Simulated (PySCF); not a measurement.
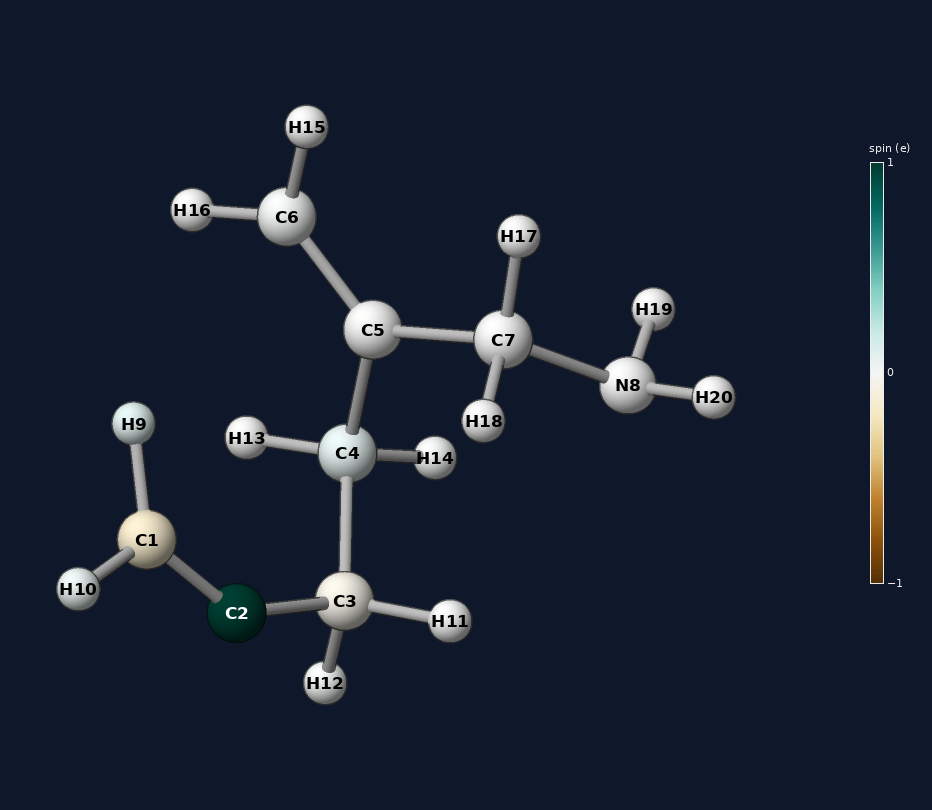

Atoms are coloured by their Mulliken spin populations. The species is neutral and a spin doublet. The geometry was computed by an optimisation with GFN2-xTB. No frequency run is at hand to confirm it as a minimum. Level of theory: UKS B3LYP, pcH-1 on C H N, non-relativistic (PySCF 2.14.0).

> Which atom carries the largest spin population?

C2 (0.98 e).

> Which atom has the lowest spin population?

C1 (−0.16 e); a negative value comes from spin polarisation.

Give the Mulliken spin populations atom by atom.

```csv
atom,value (e)
C1,−0.16
C2,0.98
C3,−0.05
C4,0.06
C5,0.00
C6,0.01
C7,0.00
N8,0.00
H9,0.09
H10,0.05
H11,0.00
H12,0.01
H13,0.00
H14,0.01
H15,0.00
H16,0.00
H17,0.00
H18,0.00
H19,0.00
H20,0.00
```

Mulliken values depend strongly on the basis set.
